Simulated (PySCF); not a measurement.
**SiH3Br (SMILES [SiH3]Br) at CCSD(T)/def2-TZVP**

What is the energy change on altering one bond length of SiH3Br at CCSD(T)/def2-TZVP? The job is set up through a Python script.

The calculation is run with PySCF 2.14.0.

1 further run of the same task is left out (set aside as unsound or not needed).

## Step 1: The structure to begin with

SiH3Br has 5 atoms, charge 0, and is taken as a singlet. SMILES: `[SiH3]Br`. The coordinates come from a PBE0-D4/def2-TZVP relaxation.

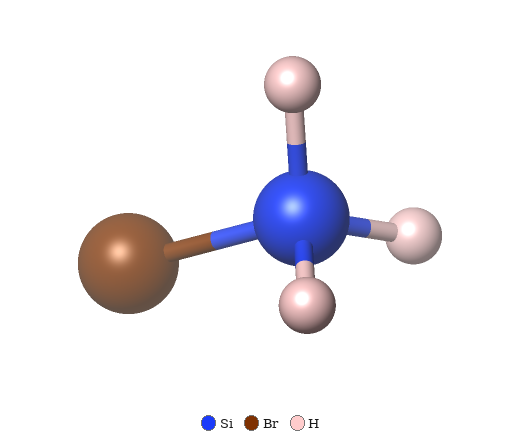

The structure, seen from a chosen angle (silicon blue, bromine brown, hydrogen pink).

## Step 2: A single-point energy at CCSD(T)/def2-TZVP

start.xyz

```xyz
5
BrH3Si
Si    -0.147420     0.056100    -0.043220
Br     1.853020    -0.705130     0.543250
H     -1.064550    -0.105170     1.107850
H     -0.625550    -0.731350    -1.202270
H     -0.015510     1.485560    -0.405610
```

input.py

```python
# [SiH3]Br
from pyscf import gto, cc

mol = gto.M(
    atom='start.xyz',
    basis='def2-tzvp',
    verbose=4,
    charge=0,
    max_memory=1860,
)

myscf = mol.RHF()
myscf.conv_tol = 1e-10
myscf.kernel()
if not myscf.converged:
    myscf = myscf.newton().run(myscf.mo_coeff, myscf.mo_occ)

mycc = cc.CCSD(myscf, frozen=14)
mycc.kernel()
e_t = mycc.ccsd_t()
e_tot = mycc.e_tot + e_t
print('E = %.10f Eh' % e_tot)
```

Launch:

```
OMP_NUM_THREADS=1 python input.py
```

What it wrote:

```text
PySCF version 2.14.0

[... 59 lines left out ...]
converged SCF energy = -2863.14887161997
[... 12 lines left out ...]
Init t2, MP2 energy = -2863.54444284842  E_corr(MP2) -0.395571228456908
[... 11 lines left out ...]
CCSD converged
[... 2 lines left out ...]
E = -2863.5862471827 Eh
```

Wall time 43 s (1 thread of Arm Neoverse V2, shared host); peak memory 0.6 GiB.

## Step 3: The distorted shape

run.py

```python
from pyscf import gto, scf, cc

mol = gto.Mole()
mol.atom = '''
Si    -0.007548     0.552393     0.575355
Br     3.772736    -0.886123     1.683623
H     -1.740672     0.247637     2.750563
H     -1.182118    -1.382051    -2.271961
H      0.241726     3.253681    -0.109462
'''
mol.verbose = 4
mol.max_memory = 1860
mol.unit = 'bohr'
mol.basis = 'def2-tzvp'
mol.charge = 0
mol.build()

mf = scf.RHF(mol)
mf.conv_tol = 1e-10
mf.kernel()
if not mf.converged:
    mf = mf.newton().run(mf.mo_coeff, mf.mo_occ)

mycc = cc.CCSD(mf, frozen=14)
mycc.kernel()
e_t = mycc.ccsd_t()
energy = mycc.e_tot + e_t
print('E = %.10f Eh' % energy)
```

Launch:

```
OMP_NUM_THREADS=1 python run.py
```

What it wrote:

```text
PySCF version 2.14.0

[... 59 lines left out ...]
converged SCF energy = -2863.10603356893
[... 12 lines left out ...]
Init t2, MP2 energy = -2863.50397098482  E_corr(MP2) -0.397937415892083
[... 11 lines left out ...]
CCSD converged
[... 2 lines left out ...]
E = -2863.5483772363 Eh
```

Wall time 42 s (1 thread of Arm Neoverse V2, shared host); peak memory 0.58 GiB.

## Step 4: Summary of results

Level: CCSD(T)/def2-TZVP, 14 core orbitals frozen.

| quantity | value |
| --- | --- |
| first shape: total energy | -2863.58625 Eh |
| first shape: dipole moment (Hartree–Fock density) | 1.52 D |
| first shape: HOMO energy (Hartree–Fock orbitals) | -11.42 eV |
| first shape: LUMO energy (Hartree–Fock orbitals) | 2.84 eV |
| first shape: HOMO–LUMO gap (Hartree–Fock orbitals) | 14.26 eV |
| first shape: correlation energy (14 core orbitals frozen) | -437.4 mEh |
| first shape: (T) correction | -13.30 mEh |
| first shape: T1 diagnostic | 0.008 |
| distorted shape: total energy | -2863.54838 Eh |
| distorted shape: dipole moment (Hartree–Fock density) | 1.33 D |
| distorted shape: HOMO energy (Hartree–Fock orbitals) | -11.08 eV |
| distorted shape: LUMO energy (Hartree–Fock orbitals) | 2.58 eV |
| distorted shape: HOMO–LUMO gap (Hartree–Fock orbitals) | 13.66 eV |
| distorted shape: correlation energy (14 core orbitals frozen) | -442.3 mEh |
| distorted shape: (T) correction | -14.06 mEh |
| distorted shape: T1 diagnostic | 0.009 |
| energy change with the Si1–H4 bond stretched from 1.481 to 1.925 Å | 1.030 eV |

In words: With the Si1–H4 bond stretched from 1.481 to 1.925 Å the energy rises by 1.03 eV (24 kcal/mol). The first shape isn't relaxed at this level, so the change isn't measured from a minimum. The triples (first shape) make up 3.0 % of the correlation energy. The triples (distorted shape) make up 3.2 % of the correlation energy.
